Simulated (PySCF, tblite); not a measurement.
**C₆H₁₁O₂ radical: geometry, infrared bands and EPR parameters**

What infrared bands and EPR parameters should C₆H₁₁O₂ radical (`C=C(C)[CH]OCOC`) show?

Programs: tblite 0.8.0 and PySCF 2.14.0, with density-fitted response routines of our own. Each step states its level of theory. These are calculated values for one molecule in the gas phase, unless marked as measured. Atoms are numbered from 0 throughout.

**1. Starting geometry**

19 atoms, charge 0, multiplicity 2; geometry from: force field or distance geometry start.

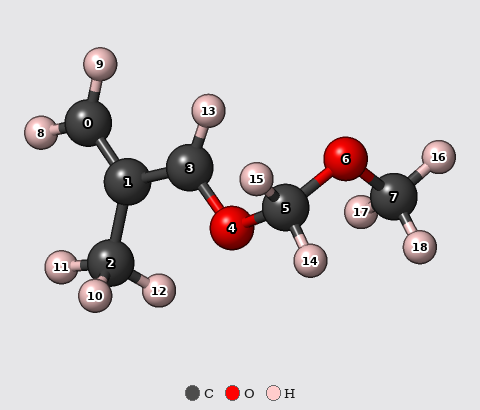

The starting geometry (carbon dark grey, oxygen red, hydrogen pink), atoms numbered.

**2. Geometry optimisation with GFN2-xTB**

The job: settings as JSON, then the geometry in Å.

```
{"job": {"kind": "relax", "xc": "GFN2-xTB", "basis": "xTB"}, "charge": 0, "multiplicity": 2}
C     -2.442500    -1.593600     0.119700
C     -1.743300    -0.457500    -0.027500
C     -2.229200     0.852500     0.506400
C     -0.461800    -0.481300    -0.688900
O      0.263400     0.665900    -0.723400
C      1.433300     0.548700    -1.541700
O      2.421000    -0.334700    -1.008100
C      2.974200     0.160900     0.214700
H     -3.411700    -1.594400     0.617900
H     -2.099000    -2.547000    -0.249100
H     -2.337900     1.580700    -0.312900
H     -3.226100     0.758600     0.977300
H     -1.557100     1.262500     1.264700
H      0.005700    -1.384800    -1.071400
H      1.869000     1.557500    -1.657000
H      1.162800     0.200600    -2.530200
H      3.730600    -0.546100     0.557100
H      2.196100     0.228800     0.983100
H      3.442800     1.132100     0.057400
```

Launch:

```bash
> OMP_NUM_THREADS=1 python probes_run.py task.json out
```

The driver reads the jobs from task.json and runs them one after another.

The log of the run:

```text
step      E/eV     max force
  0    -721.02549    2.205
  1    -721.14134    0.648
  2    -721.16287    0.392
  3    -721.18340    0.288
  4    -721.19597    0.373
  5    -721.20635    0.255
  6    -721.20972    0.100
  7    -721.21111    0.100
  8    -721.21199    0.099
  9    -721.21277    0.088
 10    -721.21336    0.052
 11    -721.21388    0.054
 12    -721.21440    0.062
 13    -721.21485    0.063
 14    -721.21516    0.038
 15    -721.21536    0.030
 16    -721.21552    0.027
 17    -721.21566    0.029
 18    -721.21577    0.020
 19    -721.21586    0.020
 20    -721.21594    0.019
 21    -721.21601    0.023
 22    -721.21609    0.024
 23    -721.21618    0.023
 24    -721.21625    0.018
 25    -721.21631    0.021
 26    -721.21637    0.020
 27    -721.21643    0.026
 28    -721.21652    0.026
 29    -721.21661    0.025
 30    -721.21668    0.021
 31    -721.21676    0.021
 32    -721.21687    0.023
 33    -721.21698    0.031
 34    -721.21709    0.027
 35    -721.21716    0.025
 36    -721.21723    0.031
 37    -721.21732    0.031
 38    -721.21744    0.038
 39    -721.21755    0.030
 40    -721.21765    0.022
 41    -721.21774    0.027
 42    -721.21785    0.025
 43    -721.21795    0.027
 44    -721.21803    0.024
 45    -721.21810    0.021
 46    -721.21816    0.019
 47    -721.21821    0.018
 48    -721.21825    0.017
 49    -721.21831    0.023
 50    -721.21841    0.026
 51    -721.21854    0.033
 52    -721.21867    0.032
 53    -721.21876    0.019
 54    -721.21882    0.019
 55    -721.21887    0.019
 56    -721.21892    0.022
 57    -721.21898    0.019
 58    -721.21903    0.021
 59    -721.21908    0.021
 60    -721.21916    0.026
 61    -721.21927    0.028
 62    -721.21939    0.028
 63    -721.21952    0.025
 64    -721.21965    0.027
 65    -721.21976    0.024
 66    -721.21983    0.017
 67    -721.21987    0.009
```

Wall time 0.41 s (1 thread of Arm Neoverse V1, shared host).

Along the way: (not every step is listed)

| step | energy from step 0 (eV) | largest force (eV/Å) |
| --- | --- | --- |
| 0 | 0.0000 | 2.2053 |
| 1 | -0.1159 | 0.6481 |
| 2 | -0.1374 | 0.3918 |
| 3 | -0.1579 | 0.2883 |
| 4 | -0.1705 | 0.3730 |
| 5 | -0.1809 | 0.2550 |
| 6 | -0.1842 | 0.1001 |
| 7 | -0.1856 | 0.1005 |
| 8 | -0.1865 | 0.0994 |
| 13 | -0.1894 | 0.0628 |
| 18 | -0.1903 | 0.0199 |
| 23 | -0.1907 | 0.0234 |
| 28 | -0.1910 | 0.0260 |
| 33 | -0.1915 | 0.0308 |
| 38 | -0.1920 | 0.0381 |
| 43 | -0.1925 | 0.0271 |
| 48 | -0.1928 | 0.0166 |
| 53 | -0.1933 | 0.0194 |
| 58 | -0.1935 | 0.0208 |
| 62 | -0.1939 | 0.0283 |
| 63 | -0.1940 | 0.0248 |
| 64 | -0.1942 | 0.0267 |
| 65 | -0.1943 | 0.0239 |
| 66 | -0.1943 | 0.0173 |
| 67 | -0.1944 | 0.0093 |

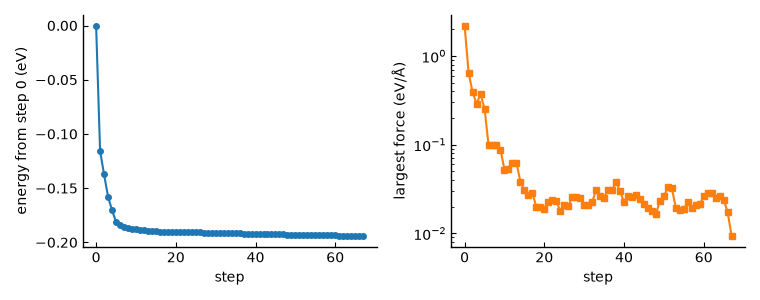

Energy and force, step by step.

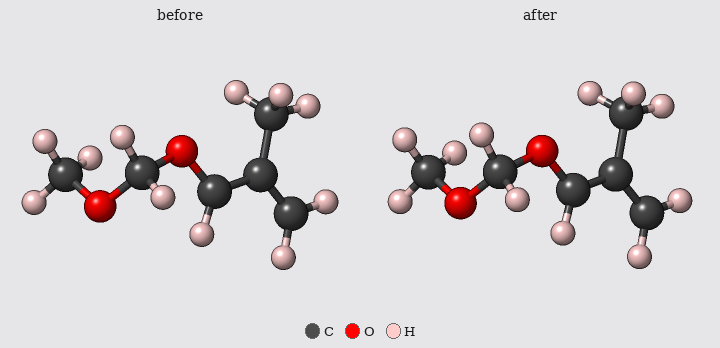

The geometry before (left) and after (right).

Close pairs (by a distance rule), those that changed most:

| bond | before (Å) | after (Å) | change (Å) |
| --- | --- | --- | --- |
| C1–C3 | 1.442 | 1.386 | -0.057 |
| C5–O6 | 1.429 | 1.389 | -0.040 |
| O4–C5 | 1.432 | 1.399 | -0.034 |
| C0–C1 | 1.342 | 1.369 | +0.027 |
| C2–H11 | 1.107 | 1.086 | -0.021 |
| C5–H15 | 1.082 | 1.100 | +0.018 |
| O6–C7 | 1.431 | 1.414 | -0.017 |
| C0–H8 | 1.090 | 1.073 | -0.016 |

The end geometry stands in the next job.

**3. Harmonic vibrations with GFN2-xTB**

The job: settings as JSON, then the geometry in Å.

```
{"job": {"kind": "ir", "xc": "GFN2-xTB", "basis": "xTB"}, "charge": 0, "multiplicity": 2}
C     -2.396180    -1.609054     0.150430
C     -1.672258    -0.460448    -0.026785
C     -2.153878     0.849920     0.530257
C     -0.475389    -0.464707    -0.725136
O      0.240741     0.690066    -0.883578
C      1.442400     0.560632    -1.588142
O      2.354865    -0.297139    -0.988095
C      2.843283     0.163842     0.256067
H     -3.325638    -1.603398     0.687477
H     -2.054858    -2.550239    -0.239683
H     -2.217365     1.591091    -0.263541
H     -3.129745     0.737139     0.993202
H     -1.449729     1.223813     1.271454
H     -0.055481    -1.363462    -1.152211
H      1.838737     1.585328    -1.667033
H      1.266536     0.145714    -2.591581
H      3.521566    -0.604909     0.617575
H      2.029941     0.305414     0.973429
H      3.382649     1.109648     0.133834
```

The log of the run:

```text
mode    cm-1     km/mol
  1      34.3      0.17
  2      42.4      0.09
  3      57.0      0.92
  4     116.9      2.87
  5     165.3      0.09
  6     177.6      5.08
  7     230.7      9.27
  8     277.1      5.70
  9     386.8      2.52
 10     429.3      6.67
 11     463.3      2.95
 12     504.9      2.28
 13     550.4      1.23
 14     620.3     15.47
 15     666.7      4.12
 16     735.0     36.92
 17     900.8      7.13
 18     939.6      6.12
 19     948.4     28.78
 20    1007.9     41.99
 21    1026.0    130.50
 22    1040.0      2.90
 23    1055.8     74.04
 24    1101.2    110.34
 25    1132.6      4.19
 26    1153.2    134.19
 27    1202.3    177.22
 28    1264.6     54.53
 29    1281.3      3.15
 30    1338.2     13.89
 31    1374.5      5.26
 32    1398.7      0.50
 33    1407.0      7.48
 34    1439.8      1.42
 35    1462.4      2.81
 36    1466.8     39.92
 37    1473.4      4.27
 38    1480.1      5.62
 39    1485.0     48.71
 40    1514.2      2.57
 41    2876.1     41.66
 42    2893.1     55.10
 43    2925.0     49.36
 44    2954.6     32.92
 45    3017.3     26.37
 46    3034.5     15.19
 47    3040.1     14.14
 48    3054.1     25.02
 49    3072.5     33.03
 50    3125.2     21.68
 51    3161.0     36.89
```

It took 0.63 s on 1 thread of Arm Neoverse V1, shared host.

The strongest bands and the atoms that carry them (share of the mass-weighted mode):

| cm⁻¹ | km/mol | atoms |
| --- | --- | --- |
| 1026 | 130.5 | C5 24 %, H11 19 %, O4 18 % |
| 1056 | 74.0 | C5 24 %, H14 11 % |
| 1101 | 110.3 | O6 47 %, C7 18 %, C5 17 % |
| 1153 | 134.2 | H16 12 %, H17 12 %, O4 10 %, H13 10 % |
| 1202 | 177.2 | O4 20 %, C3 16 %, O6 11 % |
| 1265 | 54.5 | H13 42 %, C1 13 %, H15 13 % |
| 2893 | 55.1 | H15 86 % |
| 2925 | 49.4 | H18 86 % |

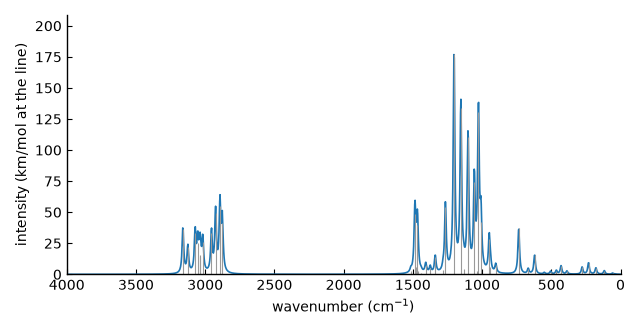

The infrared spectrum from these modes, unscaled. Lines are broadened to a width of 14 cm⁻¹ (Lorentzian).

**4. EPR parameters: B3LYP/pcH-1**

Same as in step 3 but for these lines:

```diff
@@ -1,2 +1,2 @@
-{"job": {"kind": "ir", "xc": "GFN2-xTB", "basis": "xTB"}, "charge": 0, "multiplicity": 2}
+{"job": {"kind": "epr", "basis": "pcH-1"}, "charge": 0, "multiplicity": 2}
 C     -2.396180    -1.609054     0.150430
```

Method: UKS B3LYP, pcH-1 on C H O, non-relativistic, mean-field spin-orbit, GIAO.

The log of the run:

```text
UKS, coarse grid
  cycle   1  E = -385.53542915  |g| = 5.76e-01
  cycle   2  E = -385.40732105  |g| = 8.32e-01
  cycle   3  E = -385.65969677  |g| = 7.66e-02
  cycle   4  E = -385.66176813  |g| = 3.62e-02
  cycle   5  E = -385.66239606  |g| = 1.20e-02
  cycle   6  E = -385.66247215  |g| = 7.09e-03
  cycle   7  E = -385.66250358  |g| = 2.43e-03
  cycle   8  E = -385.66251013  |g| = 1.60e-03
  cycle   9  E = -385.66251141  |g| = 2.69e-04
UKS, final grid
  cycle   1  E = -385.66247424  |g| = 3.25e-04
  cycle   2  E = -385.66247419  |g| = 4.70e-04
  cycle   3  E = -385.66247429  |g| = 4.39e-05
  cycle   4  E = -385.66247429  |g| = 2.32e-05
E = -385.66247429 Eh   <S^2> = 0.7738 (exact 0.7500)
g shifts (ppm)      1          2          3
  rmc          -173       -173       -173
  gc             -1         45         37
  oz_so          63        917       1648
  total        -111        788       1511
hyperfine (MHz)  atom isotope    a_iso     a_fc   dipolar eigenvalues
    0   13C      49.49      49.49    -47.66    -45.79     93.45
    1   13C     -46.35     -46.35    -26.42     10.92     15.50
    2   13C       5.05       5.05     -1.04     -0.03      1.07
    3   13C      57.32      57.32    -52.76    -52.42    105.18
    4   17O     -14.33     -14.33    -42.55     20.32     22.23
    5   13C      -3.03      -3.03     -0.94     -0.54      1.48
    6   17O      -0.56      -0.56     -2.19      0.88      1.30
    7   13C      -0.20      -0.20     -0.40     -0.28      0.68
    8    1H     -39.15     -39.15    -23.52      0.04     23.48
    9    1H     -36.28     -36.28    -19.49     -1.51     21.00
   10    1H     -14.62     -14.62     -2.31     -1.13      3.44
   11    1H      -2.05      -2.05     -2.00     -1.34      3.35
   12    1H     -16.71     -16.71     -2.29     -0.92      3.21
   13    1H     -42.26     -42.26    -21.95     -1.95     23.90
   14    1H      -1.85      -1.85     -2.49     -1.84      4.33
   15    1H       6.93       6.93     -2.77     -2.32      5.08
   16    1H      -0.06      -0.06     -0.83     -0.72      1.55
   17    1H       0.02       0.02     -2.12     -1.44      3.57
   18    1H      -0.06      -0.06     -0.85     -0.79      1.64
```

Wall time 87 s (1 thread of Arm Neoverse V1, shared host); peak memory 0.97 GiB.

Principal g values 2.00221, 2.00311, 2.00383; g(iso) = 2.00305, against 2.00232 for a free electron.

Hyperfine couplings; where a row names several nuclei, a(iso) is their mean (it holds for fast rotation or exchange) and the dipolar term the largest among them:

| nuclei | isotope | a(iso) (MHz) | a(iso) (G, at g = 2.0023) | largest dipolar term (MHz) |
| --- | --- | --- | --- | --- |
| C3 | 13C | 57.3 | 20.5 | 105.2 |
| C0 | 13C | 49.5 | 17.7 | 93.4 |
| C1 | 13C | -46.4 | -16.5 | -26.4 |
| H13 | 1H | -42.3 | -15.1 | 23.9 |
| H8 | 1H | -39.2 | -14.0 | -23.5 |
| H9 | 1H | -36.3 | -12.9 | 21.0 |
| O4 | 17O | -14.3 | -5.1 | -42.6 |
| H10, H11, H12 | 1H | -11.1 | -4.0 | 3.4 |
| C2 | 13C | 5.0 | 1.8 | 1.1 |
| C5 | 13C | -3.0 | -1.1 | 1.5 |
| H14, H15 | 1H | 2.5 | 0.9 | 5.1 |
| O6 | 17O | -0.6 | -0.2 | -2.2 |
| C7 | 13C | -0.2 | -0.1 | 0.7 |
| H16, H17, H18 | 1H | 0.0 | 0.0 | 3.6 |

Mulliken spin populations:

C0 0.63; C1 -0.24; C2 0.01; C3 0.61; O4 0.07; C5 0.00; O6 0.00; C7 0.00; H8 -0.03; H9 -0.03; H10 -0.01; H11 0.00; H12 -0.01; H13 -0.03; H14 0.00; H15 0.01; H16 0.00; H17 0.00; H18 0.00

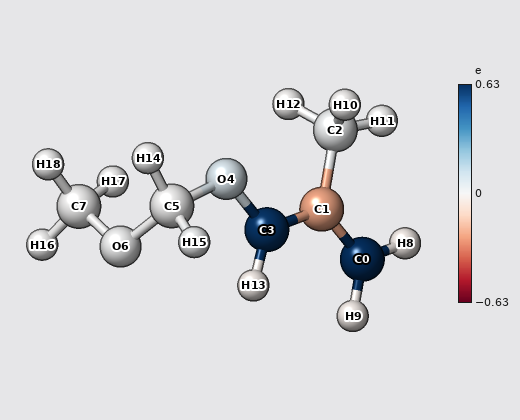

Mulliken spin populations, as colours on the atoms.

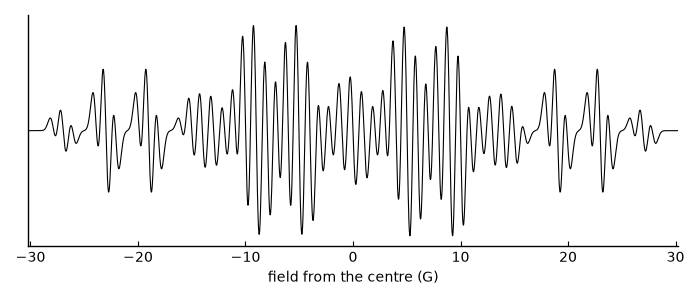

First-order isotropic spectrum (first derivative, main isotopes with spin only, couplings over 0.8 MHz, Gaussian width 0.3 G; couplings of the frozen geometry, rotation of groups not averaged beyond the rows shown).

Orbitals, density, ELF and potential are computed afterwards from the orbital file.

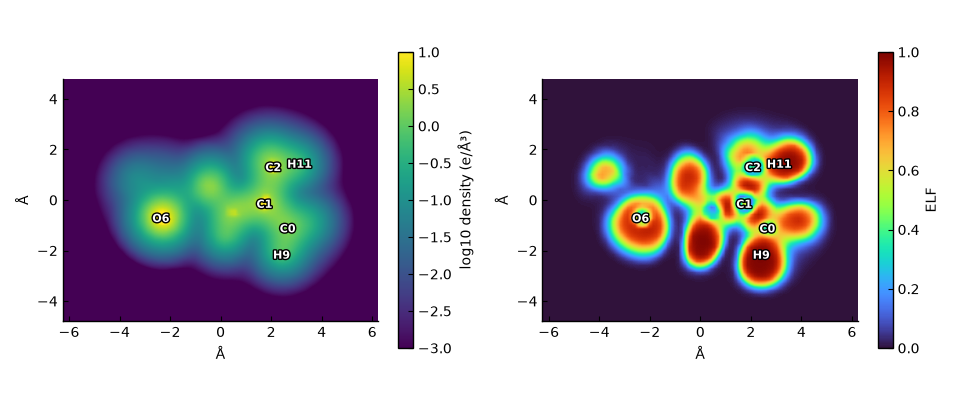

Density (left) and ELF (right) in a plane through or near 6 of the atoms.

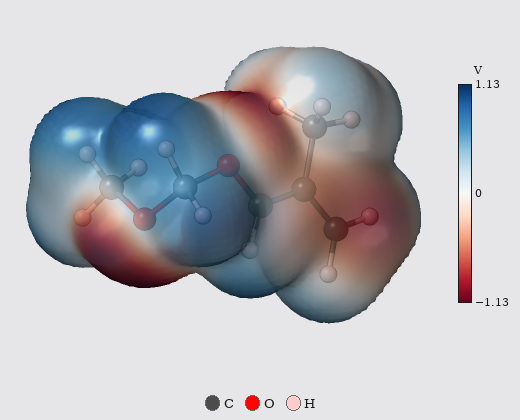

Electrostatic potential on the surface of density 0.002 e/bohr³; red is low, blue high. It runs from -1.13 V near O6 to 0.90 V near H14.

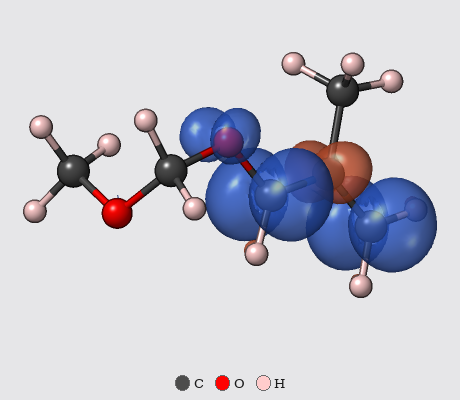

Spin density at ±0.03 e/Å³ (alpha excess blue, beta excess red).

**5. Results**

| quantity | value |
| --- | --- |
| strongest single infrared mode (GFN2-xTB) | 1202 cm⁻¹, 177 km/mol |
| zero-point energy (GFN2-xTB) | 97.9 kcal/mol |
| g(iso) (B3LYP) | 2.00305 |
| ⟨S²⟩ | 0.774 (exact 0.75) |
| largest a(iso) (averaged by class) | 13C on C3, 57.3 MHz |
| potential on the surface of density 0.002 e/bohr³, 1st and 99th percentile | -1.13 V and 0.90 V |

What this shows: Over 67 steps the energy fell by 0.194 eV; of the close pairs, C1–C3 changed most, 1.442 to 1.386 Å. No mode is imaginary among the 51: a minimum at this level. The strongest single mode, at 1202 cm⁻¹, is spread over many atoms; the largest shares are those of O4, C3. GFN2-xTB is a fitted tight-binding method: band positions and strengths are rough. Its intensities can rank the bands wrongly. The largest spin populations lie on C0 (0.63 e), C3 (0.61 e). The isotropic g lies 0.7 ppt above the free-electron value.
